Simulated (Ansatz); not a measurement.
**GaH$_{2}$ClO$_{2}$: a changed input and its effect**

System: GaH$_{2}$ClO$_{2}$, SMILES [OH][Ga]([OH])[Cl].
Method of run A: RKS PBE-D4/def2-TZVPP (Ansatz 0.2.0).

The geometry: displaced from PBE0-D4/def2-TZVP. Text and figures count atoms from 1; the logs count them from 0 in places.

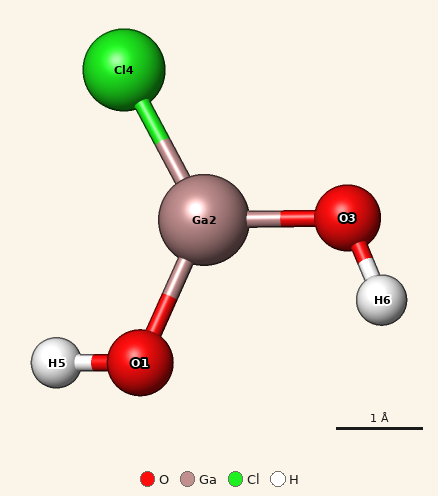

Fig. 1: The structure as given in the input (ball-and-stick view, seen at a tilt; atoms are numbered from 1 in the order of the input). Sticks mark near contacts. Bond lengths as drawn: Cl–Ga 2.11 Å, Ga–O 1.71 to 1.84 Å and H–O 1.09 to 1.12 Å.

**Input, run A**
```yaml
crystal:
  periodic: [false, false, false]
  atoms:
    - {symbol: O, position_ang: [-0.221086, 1.429240, -0.287741]}
    - {symbol: Ga, position_ang: [-0.106459, -0.405236, -0.189937]}
    - {symbol: O, position_ang: [0.934750, -0.931593, 1.058106]}
    - {symbol: Cl, position_ang: [-1.169796, -1.834818, -1.321571]}
    - {symbol: H, position_ang: [-1.079079, 1.679269, -0.907215]}
    - {symbol: H, position_ang: [1.495768, -0.105832, 1.569577]}
basis:
  gaussian: {orbitals: def2-TZVPP}
hamiltonian: {xc: pbe, dispersion: d4}
output: {forces: true}
```

Hardware: 4 CPU threads, shared host.

**Output (run A)**
```
Functional definition: PBE
  parameter kappa = 0.804
  parameter beta = 0.06672455060314922
  exchange = pbe_x(kappa = kappa, mu = beta*pi^2/3)
  correlation = pbe_c(beta = beta)
1082 factors; their error is unknown
mean field evaluation 1: about -69000.2916 eV, gradient 9.6e1 eV
mean field evaluation 2: about -68889.8541 eV, gradient 2.3e2 eV
mean field evaluation 4: about -69013.3008 eV, gradient 2.9e1 eV
mean field evaluation 8: about -69014.7449 eV, gradient 2.3e-1 eV
mean field evaluation 16: about -69014.7221 eV, gradient 3.0e-4 eV
mean field -69014.72211696 eV, -2536.2442579394 hartree, gradient 3.4e-5 eV, S^2 0.000000; 0 other end points of the search recorded, 0 dependent functions left out
the calculation of the forces begins
reference -69014.72215333 eV, -2536.2442592760 hartree; 33, 33 occupied and 147, 147 virtual orbitals, 1082 factors
Total energy: -69014.84345044 eV, -2536.2487168627 hartree
Atom 0 at    -0.221086     1.429240    -0.287741 Å, force    -3.180228     0.170786    -2.325610 eV/Å
Atom 1 at    -0.106459    -0.405236    -0.189937 Å, force    -1.081302     1.835102    -1.123495 eV/Å
Atom 2 at     0.934750    -0.931593     1.058106 Å, force     3.834809     2.199606     3.784189 eV/Å
Atom 3 at    -1.169796    -1.834818    -1.321571 Å, force    -0.227656    -0.195224    -0.269183 eV/Å
Atom 4 at    -1.079079     1.679269    -0.907215 Å, force     3.041456    -0.794320     2.102786 eV/Å
Atom 5 at     1.495768    -0.105832     1.569577 Å, force    -2.387078    -3.215949    -2.168687 eV/Å
Dipole moment:    -0.026292     0.267386    -0.016860 e Å
```

For run B the input was changed thus:
```diff
-hamiltonian: {xc: pbe, dispersion: d4}
+hamiltonian: {xc: r2scan, dispersion: d4}
```

What does this change do to the results?

The total energies belong to different models, so their difference says nothing on which is more stable or more accurate. The dipole moment goes from 1.29 to 1.33 D.

**Output (run B)**
```
Functional definition: r2SCAN
  parameter k0 = 0.174
  parameter k1 = 0.065
  parameter a1 = 4.9479
  exchange = r2scan_x(k0 = k0, k1 = k1, a1 = a1)
  correlation = r2scan_c
1082 factors; their error is unknown
mean field evaluation 1: about -69016.7177 eV, gradient 8.7e1 eV
mean field evaluation 2: about -68942.6898 eV, gradient 2.0e2 eV
mean field evaluation 4: about -69028.2333 eV, gradient 2.0e1 eV
mean field evaluation 8: about -69028.9709 eV, gradient 1.3e-1 eV
mean field evaluation 16: about -69028.9444 eV, gradient 3.8e-4 eV
mean field -69028.94438279 eV, -2536.7669165685 hartree, gradient 4.7e-5 eV, S^2 0.000000; 0 other end points of the search recorded, 0 dependent functions left out
the calculation of the forces begins
reference -69028.94439324 eV, -2536.7669169526 hartree; 33, 33 occupied and 147, 147 virtual orbitals, 1082 factors
Total energy: -69028.97225203 eV, -2536.7679407441 hartree
Atom 0 at    -0.221086     1.429240    -0.287741 Å, force    -3.464397    -0.237452    -2.530428 eV/Å
Atom 1 at    -0.106459    -0.405236    -0.189937 Å, force    -0.957116     1.936093    -0.936877 eV/Å
Atom 2 at     0.934750    -0.931593     1.058106 Å, force     3.719948     2.641546     3.587545 eV/Å
Atom 3 at    -1.169796    -1.834818    -1.321571 Å, force    -0.066505     0.034594    -0.099817 eV/Å
Atom 4 at    -1.079079     1.679269    -0.907215 Å, force     3.348598    -0.876871     2.324201 eV/Å
Atom 5 at     1.495768    -0.105832     1.569577 Å, force    -2.580528    -3.497910    -2.344623 eV/Å
Dipole moment:    -0.029162     0.273415    -0.022707 e Å
```

**The two runs side by side**

| quantity | run A | run B |
| --- | --- | --- |
| outcome | converged | converged |
| total energy (hartree) | −2536.248717 | −2536.767941 |
| dipole moment (D) | 1.29 | 1.33 |
| largest force (eV/Å) | 5.819 | 5.804 |
| basis functions | 180 | 180 |
| wall time (shared host) | 0.85 s | 1.6 s |
